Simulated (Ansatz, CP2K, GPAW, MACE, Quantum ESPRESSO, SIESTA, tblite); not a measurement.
## GPAW runs on amorphous Si (76 atoms)

Wanted: GPAW inputs and outputs for amorphous Si (76 atoms), checked against a plane-wave reference.

Program: GPAW 26.7.0. Level of theory: the method is named at each step. Results are calculated unless marked as measured.

**1. The structure**

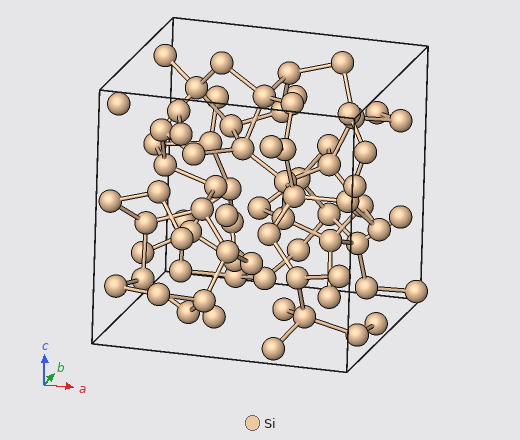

The starting structure, seen slightly off an axis (silicon light orange). Bonds to atoms that aren't drawn are left out. Some periodic images of atoms are drawn too.

The cell holds 76 atoms: 76 Si. Cell: a = 11.521 Å, b = 11.521 Å, c = 11.521 Å, α = 90.0°, β = 90.0°, γ = 90.0°. 76 atoms (76 Si) placed at random at 2.32 g/cm³, melted at 3500 K for 10 ps at fixed volume with the Tersoff potential (Tersoff, Phys. Rev. B 39, 5566 (1989)). Quenched from 3100 K to 500 K at 10 K/ps and fixed volume, annealed at 900 K for 50 ps, held 5 ps. Then every atom was moved at random, 0.05 Å r.m.s. a Cartesian component.

The yardstick, on the same geometry:

* method: Kohn-Sham DFT, PBE, PAW, plane waves (Ansatz 0.2.0); cutoff 420 eV, Γ point, fermi-dirac smearing of 0.05 eV; PAW set soft_2
* r.m.s. force component: 0.9372 eV/Å
* longest force: 4.062 eV/Å
* pressure: 0.3203 GPa
* SCF cycles: 10
* time: 5.6 s on 8 threads of Arm Neoverse V2, shared host
* CPU time: 40 s

**2. PBE, LCAO dzp, h 0.2 Å**

Method: Kohn-Sham DFT, PBE, PAW, atomic orbitals (dzp).

The input, run.py:

```python
import numpy as np
from ase.io import read
from gpaw import GPAW, FermiDirac

atoms = read("structure.xyz")
atoms.calc = GPAW(
    mode="lcao",
    basis="dzp",
    h=0.2,
    xc="PBE",
    kpts={"size": (1, 1, 1), "gamma": True},
    occupations=FermiDirac(0.05),
    maxiter=200,
    symmetry={"point_group": False},
    txt="gpaw.txt",
)
energy = atoms.get_potential_energy(force_consistent=True)
forces = atoms.get_forces()
print(f"energy {energy:.6f} eV")
print("forces (eV/A)")
for i, (a, f) in enumerate(zip(atoms, forces)):
    print(f"{i:4d} {a.symbol:2s} {f[0]:10.5f} {f[1]:10.5f} {f[2]:10.5f}")
print(f"Fermi level {atoms.calc.get_fermi_level():.4f} eV")
for k in range(len(atoms.calc.get_ibz_k_points())):
    for s in range(atoms.calc.get_number_of_spins()):
        e = atoms.calc.get_eigenvalues(kpt=k, spin=s)
        n = np.searchsorted(e, atoms.calc.get_fermi_level())
        print(f"k {k} spin {s} levels about the Fermi level:", np.round(e[max(n - 6, 0):n], 4).tolist(), "|", np.round(e[n:n + 6], 4).tolist())
```

The input, structure.xyz:

```xyz
76
Lattice="11.52060 0.00000 0.00000 0.00000 11.52060 0.00000 0.00000 0.00000 11.52060" Properties=species:S:1:pos:R:3 pbc="T T T"
Si 11.02533 3.27968 0.70575
Si 7.44772 4.14442 1.22280
Si 0.78709 0.76842 2.48914
Si 3.35872 3.37842 0.84308
Si 10.29884 3.67599 6.57918
Si 8.02179 0.56866 0.51670
Si 7.95083 3.44155 6.61329
Si 5.72194 9.05439 8.61545
Si 2.39075 6.78794 3.42070
Si 2.48211 9.28053 6.75130
Si 9.97880 7.16835 5.34083
Si 9.45115 7.20026 9.27961
Si 2.92854 2.37290 10.21255
Si 1.42383 5.07552 8.41568
Si 11.45770 0.61163 8.27179
Si 3.31194 3.63440 7.95152
Si 3.42554 10.59515 0.42891
Si 0.33306 1.96035 10.37200
Si 8.85416 6.34267 1.29918
Si 11.17003 5.75281 0.52684
Si 3.20998 10.02500 4.52921
Si 6.05822 11.17245 1.74733
Si 3.62484 4.14730 5.33991
Si 7.68505 2.61149 8.94206
Si 11.11588 8.92708 8.83273
Si 2.48499 6.71697 9.98456
Si 7.45417 4.46032 10.47096
Si 3.85963 7.58217 8.16407
Si 5.06964 8.18700 4.39707
Si 6.26617 8.07721 10.69204
Si 4.55905 1.56484 2.01576
Si 5.18911 2.87070 3.94154
Si 3.87138 5.71399 0.03157
Si 0.74193 7.76212 10.95528
Si 3.67680 0.84630 4.94672
Si 11.35977 11.39791 0.40046
Si 8.85473 2.44363 1.52636
Si 1.36266 3.26494 4.71239
Si 1.35125 3.07174 2.21553
Si 6.63218 6.51236 4.58681
Si 5.66468 11.36634 8.61338
Si 8.47029 7.08160 7.06835
Si 6.36905 9.79090 5.41180
Si 9.20865 9.37938 2.91679
Si 0.63006 5.48703 2.64559
Si 3.66885 0.20553 9.87603
Si 5.80108 5.83173 10.22419
Si 7.65705 0.54181 9.65242
Si 1.27798 9.38307 0.77741
Si 7.44507 10.96266 3.58821
Si 9.47097 10.10737 0.72925
Si 8.81729 1.25978 3.62438
Si 8.61614 8.19276 11.38973
Si 5.71295 4.90040 2.88960
Si 5.16054 9.07339 0.95794
Si 0.18237 8.56522 6.65153
[... 16 atom lines left out ...]
Si 0.18594 1.61162 6.03841
Si 2.37900 1.53662 6.72527
Si 7.79541 9.32742 7.20809
Si 8.60796 7.17215 3.60825
```

Started as:

```bash
OMP_NUM_THREADS=1 python run.py > output.txt
```

The program printed:

```text
energy -373.718132 eV
forces (eV/A)
   0 Si   -0.27370   -0.08870    0.05012
   1 Si   -0.81621    2.40291    0.83118
   2 Si   -0.54164    0.20583   -1.54462
   3 Si    0.01088   -0.17441   -0.54421
   4 Si    0.82103   -0.92705    0.19247
   5 Si   -0.96949   -1.92330   -0.60688
   6 Si    1.45322    1.29626    3.50431
   7 Si    0.93172   -0.37772   -0.08805
   8 Si    0.01362   -0.20387    0.51989
   9 Si    0.53277    0.23753    0.66808
  10 Si    1.76071   -0.76732    0.75934
  11 Si    0.45995    0.28210   -0.23152
  12 Si   -0.91142    0.65071   -0.10975
  13 Si    0.63290    0.15822    0.66915
  14 Si    0.40859    0.27903    0.09111
  15 Si   -0.53872   -0.44485   -0.18486
  16 Si   -0.99435   -1.10959   -0.22039
  17 Si    0.92931   -0.85841   -0.40622
  18 Si    0.36958   -1.06506    1.03342
  19 Si   -1.15788    0.59619   -0.00137
  20 Si    0.25692   -0.74223   -0.36280
  21 Si    0.71793    0.45848   -0.74536
  22 Si   -0.52006    0.01709    0.54165
  23 Si    0.19340    2.27669   -1.05778
[...]
68 Si   -0.42606    0.24425   -0.16391
  69 Si    0.74978   -0.53870   -1.73266
  70 Si   -1.76833    1.26957    0.61797
  71 Si   -0.11918   -0.28817   -0.38391
  72 Si   -1.76354    0.77149    0.19605
  73 Si    1.13297    0.28887    1.23755
  74 Si   -0.18484   -0.10387    0.35681
  75 Si   -0.57391    0.34896   -2.69301
Fermi level 5.4841 eV
k 0 spin 0 levels about the Fermi level: [4.9349, 5.1153, 5.1597, 5.2785, 5.3838, 5.4441] | [5.5399, 5.5686, 5.6395, 5.8371, 5.9495, 5.9956]
```

gpaw.txt:

```text
Input parameters:
  mode=LCAO(),
  basis={'default': 'dzp'},
  h=0.2,
  kpts=MonkhorstPack(size=(1, 1, 1), gamma=True),
  maxiter=200,
  occupations=Occupations(name='fermi-dirac', width=0.05, fixmagmom=False),
  symmetry=Symmetry(point_group=False),
  xc=XC(name='PBE')
Unit cell  # Å
| periodic |         x |         y |         z |   lengths |    angles |
|----------|-----------|-----------|-----------|-----------|-----------|
|      yes | 11.520600 |  0.000000 |  0.000000 | 11.520600 | 90.000000 |
|      yes |  0.000000 | 11.520600 |  0.000000 | 11.520600 | 90.000000 |
|      yes |  0.000000 |  0.000000 | 11.520600 | 11.520600 | 90.000000 |
Number of symmetries: 1
Symmetry operations  # r_c * U_cc + t_c -> r_c
|   | kind |            matrix            |
|---|------|------------------------------|
| 0 |  E   |  1, 0, 0,  0, 1, 0,  0, 0, 1 |
BZ-sampling:
  Number of BZ points: 1
  Number of IBZ points: 1
  Monkhorst-Pack size: [1, 1, 1]
  Monkhorst-Pack shift: [0, 0, 0]
[... lines left out ...]
  Fermi-Dirac:
[... lines left out ...]
xc functional:
  name: PBE with 2 nearest neighbor stencil
interpolation: tri-quintic # 5. degree polynomial
Initialization done in: 7.511 s
convergence criteria:
- Maximum [total energy] change in last 3 cyles: 0.0005 eV / valence electron
- Maximum integral of absolute [dens]ity change: 0.0001 electrons / valence electron
- Maximum integral of absolute [eigenst]ate change: 4e-08 eV^2 / valence electron
maximum number of iterations: 200
SCF iterations
|iter     |      energy | eigst |  dens |
|---------|-------------|-------|-------|
|iter:   1| -374.643821 |      c|       |
|iter:   2| -374.289542 |      c| -0.92 |
|iter:   3| -387.230156 |      c| -0.95 |
|iter:   4| -397.224114 |      c| -1.09 |
|iter:   5| -374.576726 |      c| -0.95 |
|iter:   6| -374.077228 |      c| -1.60 |
|iter:   7| -373.717825 |      c| -1.75 |
|iter:   8| -373.651427 |      c| -2.02 |
|iter:   9| -373.655706c|      c| -2.23 |
|iter:  10| -373.612745c|      c| -2.26 |
|iter:  11| -373.605316c|      c| -2.66 |
[...]
|iter:  15| -373.605131c|      c| -3.73 |
|iter:  16| -373.605180c|      c| -3.90 |
|iter:  17| -373.605168c|      c| -4.12c|
Converged in 17 steps
SCF loop duration: 202.618 s (11.919 s/step)
Energy contributions relative to reference atoms: (reference = -599362.163017)
Energy contributions:
  Kinetic:         427.795685
  Coulomb:        -358.498965
  Zero:             -1.141478
  External:          0.000000
  Xc:             -441.647446
  Entropy:          -0.225927
  Spinorbit:         0.000000
  ----------------------------
  Free energy:    -373.718132
  Extrapolated:   -373.605168
dipole moment: (61.178155, -26.195106, -65.977907)  # |e|*Ang
Fermi level: 5.484
Eigenvalues  # (at kpt = [0.000, 0.000, 0.000])
| band index |      eig [eV] | occ [0-2] |
|------------|---------------|-----------|
|          0 |        -6.957 |     2.000 |
|        ... |               |           |
|        144 |         4.786 |     2.000 |
|        145 |         4.821 |     2.000 |
[...]
|        159 |         6.127 |     0.000 |
|        ... |               |           |
|        186 |         7.767 |     0.000 |
Gap: 0.096 eV
Transition (v -> c):
  (s=0, k=0, n=151, [0.00, 0.00, 0.00]) -> (s=0, k=0, n=152, [0.00, 0.00, 0.00])
No difference between direct/indirect transitions
Force computation time: 27.034  # s
timing:  # [seconds]
  Total:  237.192  # ━━━━━━━━━━━━━━━━━━━━━━━━━━━━━━━━━━━━━━━━━━━━━━━━━━━━━━━━
  Init:     7.511  # ━━
  SCF:    202.618  # ━━━━━━━━━━━━━━━━━━━━━━━━━━━━━━━━━━━━━━━━━━━━━━━━
  Forces:  27.034  # ━━━━━━╸
```

Wall time 4 min (1 thread of Arm Neoverse V2, shared host); peak memory 1.5 GiB.

Banners, paths, timers and routine set-up lines are dropped from the logs unmarked, and long logs keep their key lines alone; longer cuts are marked.

Against the reference:

| Item | Value |
| --- | --- |
| r.m.s. force component | 0.9805 eV/Å |
| r.m.s. difference of force components | 51.99 meV/Å |
| longest difference of force vectors | 158.3 meV/Å |
| force difference over r.m.s. force | 5.547 % |
| slope of forces against the reference's | 1.046 |
| correlation of force components | 0.9996 |

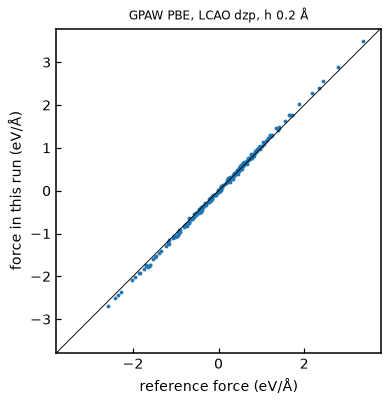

Force components against those of the reference; the line marks equality.

Local excerpt of 9 atoms (numbers count through the whole input) about Si56, picked at random; x, y, z are measured from there.

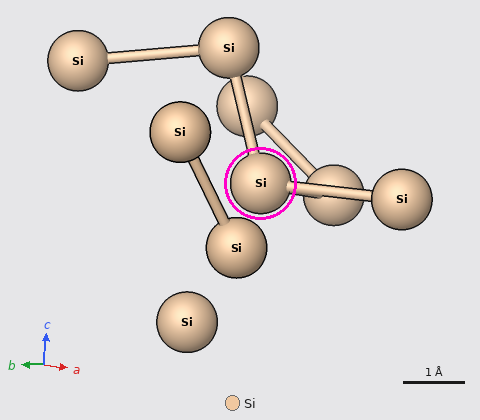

The atoms of the table, within 3.7 Å (arrows a, b, c point along x, y, z); some may hide others; the central atom is ringed.

```tsv
atom	x	y	z	distance (Å)	bonds	Fx	Fy	Fz (eV/Å)
Si56	0.00	0.00	0.00	0.00	5	0.51	-0.44	-1.06
Si25	-0.59	0.36	2.18	2.29	4	-0.64	-0.33	2.02
Si10	2.30	0.72	0.10	2.41	4	0.53	0.24	0.67
Si69	1.11	-2.23	-0.20	2.50	4	-0.43	0.24	-0.16
Si11	-1.72	-1.40	-1.31	2.58	5	1.76	-0.77	0.76
Si58	-0.61	0.89	-2.34	2.58	5	-0.48	-0.10	0.98
Si42	-3.23	-1.48	0.42	3.58	4	0.69	0.74	1.77
Si61	-2.19	2.24	1.83	3.63	4	-1.01	-0.82	0.02
Si68	2.00	2.63	1.59	3.67	4	-0.78	-0.49	-1.20
```

Atoms are counted from 1 here, from 0 in the log.

Forces lie 5.5 % from the reference's, at 6.0 times its CPU time (on 1 against 8 cores).

**3. PBE, LCAO dzp, h 0.16 Å**

Method: Kohn-Sham DFT, PBE, PAW, atomic orbitals (dzp).

Edit run.py of step 2 so:

```diff
@@ -8,3 +8,3 @@
     basis="dzp",
-    h=0.2,
+    h=0.16,
     xc="PBE",
```

structure.xyz is that of step 2.

The program printed:

```text
energy -373.890335 eV
forces (eV/A)
   0 Si   -0.26991   -0.09080    0.04963
   1 Si   -0.81426    2.40127    0.82897
   2 Si   -0.54092    0.20435   -1.54425
   3 Si    0.01039   -0.17217   -0.54438
   4 Si    0.82244   -0.92736    0.19148
   5 Si   -0.96953   -1.92192   -0.60795
   6 Si    1.45627    1.29754    3.50291
   7 Si    0.93213   -0.38172   -0.08808
   8 Si    0.01465   -0.20474    0.52164
   9 Si    0.53463    0.23868    0.66734
  10 Si    1.76147   -0.76817    0.76240
  11 Si    0.46029    0.28298   -0.23214
[...]
71 Si   -0.11896   -0.28635   -0.38290
  72 Si   -1.76397    0.77287    0.19539
  73 Si    1.12982    0.28904    1.24035
  74 Si   -0.18421   -0.10426    0.35823
  75 Si   -0.57383    0.34808   -2.69196
Fermi level 5.4840 eV
k 0 spin 0 levels about the Fermi level: [4.9348, 5.1152, 5.1596, 5.2784, 5.3837, 5.444] | [5.5397, 5.5684, 5.6393, 5.837, 5.9493, 5.9955]
```

gpaw.txt:

```text
Input parameters:
  mode=LCAO(),
  basis={'default': 'dzp'},
  h=0.16,
  kpts=MonkhorstPack(size=(1, 1, 1), gamma=True),
  maxiter=200,
  occupations=Occupations(name='fermi-dirac', width=0.05, fixmagmom=False),
  symmetry=Symmetry(point_group=False),
  xc=XC(name='PBE')
[... lines left out ...]
  Fermi-Dirac:
[... lines left out ...]
convergence criteria:
- Maximum [total energy] change in last 3 cyles: 0.0005 eV / valence electron
[... lines left out ...]
Converged in 17 steps
[... lines left out ...]
  Free energy:    -373.890335
[... lines left out ...]
Fermi level: 5.484
[... lines left out ...]
|          0 |        -6.957 |     2.000 |
|        ... |               |           |
|        144 |         4.786 |     2.000 |
|        145 |         4.821 |     2.000 |
[...]
|        159 |         6.127 |     0.000 |
|        ... |               |           |
|        186 |         7.767 |     0.000 |
Gap: 0.096 eV
Transition (v -> c):
  (s=0, k=0, n=151, [0.00, 0.00, 0.00]) -> (s=0, k=0, n=152, [0.00, 0.00, 0.00])
No difference between direct/indirect transitions
Force computation time: 52.970  # s
timing:  # [seconds]
  Total:  461.459  # ━━━━━━━━━━━━━━━━━━━━━━━━━━━━━━━━━━━━━━━━━━━━━━━━━━━━━━━━
  Init:    11.679  # ━╸
  SCF:    396.784  # ━━━━━━━━━━━━━━━━━━━━━━━━━━━━━━━━━━━━━━━━━━━━━━━━
  Forces:  52.970  # ━━━━━━╸
```

It took 7.7 min on 1 thread; peak memory 3 GiB.

Against the reference:

* r.m.s. force component: 0.9804 eV/Å
* r.m.s. difference of force components: 52.06 meV/Å
* longest difference of force vectors: 158.6 meV/Å
* force difference over r.m.s. force: 5.554 %
* slope of forces against the reference's: 1.046
* correlation of force components: 0.9995
* energy less the same-level run's: -2.266 meV/atom
* r.m.s. force difference from the same-level run: 1.859 meV/Å

Against the first run (5.5 %), the force difference from the reference is 5.6 %, at 1.9 times the CPU time: the change moves forces by 1.9 meV/Å r.m.s., so most of the difference comes from elsewhere.

**4. PBE, LCAO szp(dzp), h 0.2 Å**

Method: Kohn-Sham DFT, PBE, PAW, atomic orbitals (szp(dzp)).

Edit run.py of step 3 so:

```diff
@@ -7,4 +7,4 @@
     mode="lcao",
-    basis="dzp",
-    h=0.16,
+    basis="szp(dzp)",
+    h=0.2,
     xc="PBE",
```

structure.xyz is that of step 3.

The program printed:

```text
energy -360.646577 eV
forces (eV/A)
   0 Si   -0.31555   -0.05791    0.03219
   1 Si   -1.08368    2.52952    0.96215
   2 Si   -0.60258    0.18486   -1.66949
   3 Si    0.10020   -0.05674   -0.44926
   4 Si    0.88515   -0.86611    0.18401
   5 Si   -1.08239   -1.96715   -0.56621
   6 Si    1.49228    1.34942    3.68252
   7 Si    0.96232   -0.46290   -0.23035
   8 Si    0.00501   -0.35571    0.69798
   9 Si    0.68129    0.26236    0.64899
  10 Si    1.85106   -0.83345    0.80891
  11 Si    0.42260    0.27268   -0.31546
[...]
71 Si   -0.01397   -0.28225   -0.46240
  72 Si   -1.93052    0.76749    0.21187
  73 Si    1.32242    0.30311    1.39155
  74 Si   -0.02144   -0.01858    0.32311
  75 Si   -0.61132    0.33172   -2.84815
Fermi level 5.3369 eV
k 0 spin 0 levels about the Fermi level: [4.7602, 4.9355, 5.0157, 5.1307, 5.2399, 5.2928] | [5.3914, 5.4219, 5.5116, 5.712, 5.8153, 5.8802]
```

gpaw.txt:

```text
Input parameters:
  mode=LCAO(),
  basis={'default': 'szp(dzp)'},
  h=0.2,
  kpts=MonkhorstPack(size=(1, 1, 1), gamma=True),
  maxiter=200,
  occupations=Occupations(name='fermi-dirac', width=0.05, fixmagmom=False),
  symmetry=Symmetry(point_group=False),
  xc=XC(name='PBE')
[... lines left out ...]
  Fermi-Dirac:
[... lines left out ...]
convergence criteria:
- Maximum [total energy] change in last 3 cyles: 0.0005 eV / valence electron
[... lines left out ...]
Converged in 17 steps
[... lines left out ...]
  Free energy:    -360.646577
[... lines left out ...]
Fermi level: 5.337
[... lines left out ...]
|          0 |        -7.162 |     2.000 |
|        ... |               |           |
|        144 |         4.623 |     2.000 |
|        145 |         4.640 |     2.000 |
[...]
|        159 |         6.035 |     0.000 |
|        ... |               |           |
|        186 |         7.787 |     0.000 |
Gap: 0.099 eV
Transition (v -> c):
  (s=0, k=0, n=151, [0.00, 0.00, 0.00]) -> (s=0, k=0, n=152, [0.00, 0.00, 0.00])
No difference between direct/indirect transitions
Force computation time: 20.815  # s
timing:  # [seconds]
  Total:  189.944  # ━━━━━━━━━━━━━━━━━━━━━━━━━━━━━━━━━━━━━━━━━━━━━━━━━━━━━━━━
  Init:     6.836  # ━━
  SCF:    162.266  # ━━━━━━━━━━━━━━━━━━━━━━━━━━━━━━━━━━━━━━━━━━━━━━━━
  Forces:  20.815  # ━━━━━━
```

The job ended after 3.2 min (1 thread; peak memory 1.5 GiB).

Against the reference:

* r.m.s. force component: 1.048 eV/Å
* r.m.s. difference of force components: 148.9 meV/Å
* longest difference of force vectors: 530 meV/Å
* force difference over r.m.s. force: 15.89 %
* slope of forces against the reference's: 1.113
* correlation of force components: 0.995

This is a coarse setting, run to see what it loses.

Against the first run (5.5 %), the force difference from the reference is 16 %, at 0.80 times the CPU time, with 684 basis functions against 988: the smaller basis costs accuracy.

[end of part 1 of 2]

[Also dropped from logs without a mark: logging warnings of Python, and SIESTA's first energy breakdown and zero terms.]

[Logs are printed without paths, hosts, clocks, repeated set-up lines and the standing remarks that a program may print on its own settings, such as how far it seeks lower states.]

[Hosts, paths, dates, database ids (printed as entryN), source tags and the programs' standing remarks are cut or masked in the printed files.]
